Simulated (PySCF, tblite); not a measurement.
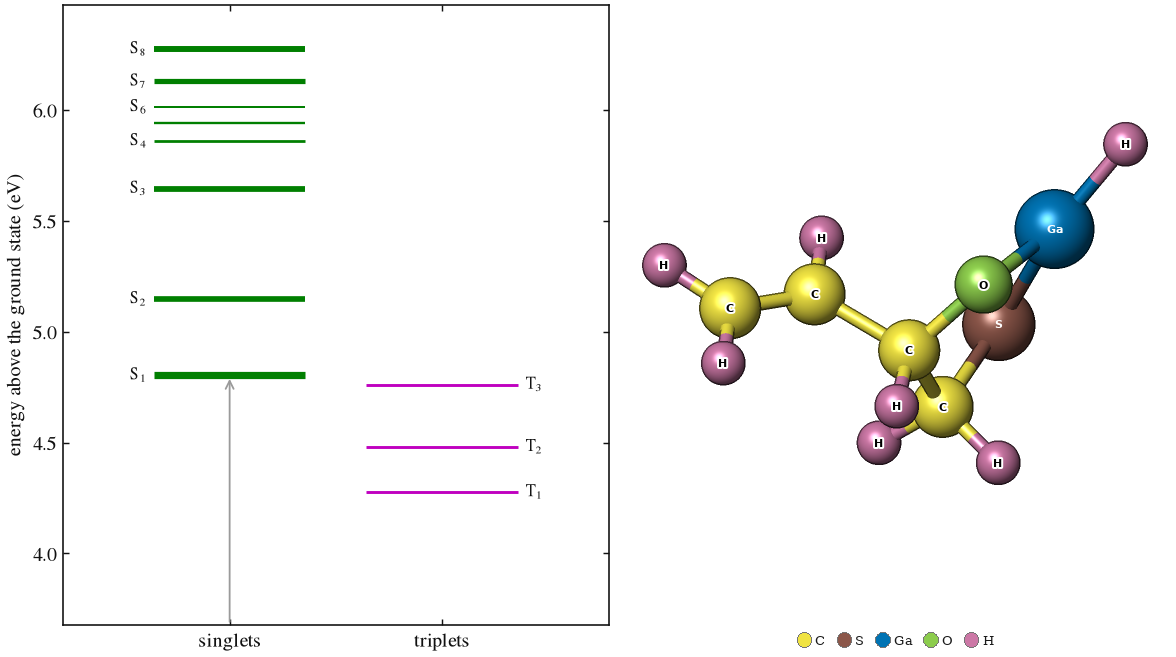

State diagram of C₄H₇GaOS, SMILES C=C[C@H]1C[S][GaH][O]1, singlet. Vertical TDDFT excitations, PBE0/def2-SVPD in PySCF 2.14.0, at a GFN2-xTB geometry (a minimum by its frequencies), gas phase. Triplets in the Tamm-Dancoff approximation; only the lowest 8 singlets and 3 triplets were computed. Thicker singlet lines are brighter; the arrow marks the brightest. S0, at zero, lies below the range drawn.

### What character does the calculation give T1?

Mainly HOMO → LUMO (98 %).

### What is the vertical gap between S1 and T1?

0.53 eV: S1 at 4.80 eV, T1 at 4.28 eV.

### What are the energy, strength and character of the state that the arrow marks?

S1 at 4.80 eV (258 nm), f = 0.019, mainly HOMO → LUMO (96 %).

Note: the tight-binding geometry is rougher than a DFT one and adds to the error; one conformer of a flexible molecule; core orbitals are frozen in the response.
